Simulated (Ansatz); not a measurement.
**Converging the k-point mesh: VRe (Cmm2, 2 atoms in the cell)**

```
CELL_PARAMETERS angstrom
      1.50727    -2.17574     0.00000
      1.50727     2.17574     0.00000
      0.00000     0.00000     4.20942
ATOMIC_POSITIONS crystal
  V  0.50000 0.50000 0.51188
  Re 0.00000 0.00000 0.00000
```

Computed with LDA (PW92), default PAW files made with PBE (plane waves; Ansatz, a program for electronic structure).

Base settings: basis.ecutwfc = 420 eV; kpoints.mp_grid.grid = 13 13 8; hamiltonian.xc = lda; hamiltonian.pseudopotentials = {kind: paw} (the program's default PAW files); scf.occupations.method = fermi_dirac; scf.occupations.width = 0.1 eV.

The second cell is the first with its lattice scaled by 0.98.

Only quantities that move along the ladder and can be compared are tabulated.

The count of work is k-points × plane waves × bands × iterations; it is no time. Core times come from one kind of shared machine, to one figure; runs under 30 s give none.

The starting cell comes from a database of computed structures (which also holds hypothetical and non-ambient phases and stackings), without a prior relaxation at this level. Its lattice was rescaled by up to half a per cent. One atom was moved a little off its site on purpose. Spin polarisation is off. In the base run, with a pressure of about -8 GPa the cell is away from its equilibrium volume at this level. Ansatz's pressure includes its estimate of the finite-basis (Pulay) stress.

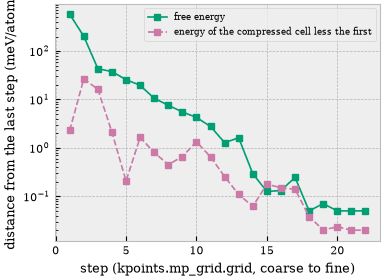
Distance from the last step along the ladder; very small values are drawn at a floor.

| kpoints.mp_grid.grid | free energy less the last step's (meV/atom) | energy of the compressed cell less the first (meV/atom) | pressure (GPa) | largest difference of a force vector from the last step's (eV/Å) | count of work / last | core time / last (rough) |
|---|---|---|---|---|---|---|
| 2 2 2 | 573.10 | 11.81 | -6.15 | 0.029 | 0.0011 | – |
| 3 3 2 | 202.40 | 36.10 | -2.84 | 0.212 | 0.0012 | – |
| 4 4 2 | -43.29 | -6.77 | -10.37 | 0.009 | 0.0021 | – |
| 4 4 3 | 37.66 | 7.40 | -7.77 | 0.055 | 0.0018 | – |
| 5 5 3 | -25.73 | 9.72 | -7.60 | 0.005 | 0.0023 | – |
| 6 6 4 | -19.61 | 7.87 | -7.85 | 0.008 | 0.0058 | – |
| 7 7 4 | 10.59 | 10.32 | -7.30 | 0.000 | 0.0071 | – |
| 8 8 5 | -7.62 | 9.06 | -7.61 | 0.010 | 0.0093 | – |
| 9 9 6 | -5.52 | 8.85 | -7.61 | 0.004 | 0.015 | – |
| 10 10 6 | 4.27 | 10.85 | -7.25 | 0.011 | 0.018 | – |
| 11 11 7 | 2.77 | 10.16 | -7.39 | 0.005 | 0.021 | – |
| 13 13 8 | -1.29 | 9.26 | -7.53 | 0.002 | 0.036 | – |
| 14 14 8 | 1.62 | 9.62 | -7.45 | 0.003 | 0.042 | – |
| 15 15 9 | 0.29 | 9.45 | -7.48 | 0.006 | 0.047 | – |
| 17 17 10 | -0.13 | 9.69 | -7.46 | 0.005 | 0.072 | – |
| 19 19 11 | -0.13 | 9.36 | -7.50 | 0.004 | 0.089 | – |
| 23 23 14 | -0.25 | 9.37 | -7.51 | 0.001 | 0.17 | 0.2 |
| 26 26 15 | 0.03 | 9.47 | -7.48 | 0.001 | 0.22 | 0.2 |
| 29 29 17 | 0.07 | 9.53 | -7.48 | 0.000 | 0.30 | 0.3 |
| 32 32 19 | 0.03 | 9.54 | -7.48 | 0.000 | 0.40 | 0.4 |
| 35 35 21 | -0.01 | 9.51 | -7.48 | 0.000 | 0.53 | 0.5 |
| 39 39 23 | 0.00 | 9.52 | -7.48 | 0.000 | 0.71 | 0.7 |
| 43 43 26 | 0.00 | 9.51 | -7.48 | 0.000 | 1.0 | 1 |

Coarsest kpoints.mp_grid.grid that holds the pressure within 0.2 GPa of the last step, with all finer ones: 11 11 7, at 0.021 of the last step's count of work; the step before is off by 0.23 GPa.

Coarsest kpoints.mp_grid.grid that holds the forces within 0.02 eV/Å of the last step, with all finer ones: 5 5 3, at 0.0023 of the last step's count of work; the step before is off by 0.055 eV/Å.

Coarsest kpoints.mp_grid.grid that holds the energy of the compressed cell less the first within 1 meV/atom of the last step, with all finer ones: 11 11 7, at 0.021 of the last step's count of work; the step before is off by 1.3 meV/atom.

The energy difference between the two cells stays within 1 meV/atom of the last step's from 11 11 7 on, the total only from 15 15 9 on: much of the error is common to both cells and cancels.

Keys are those of Ansatz 0.2.
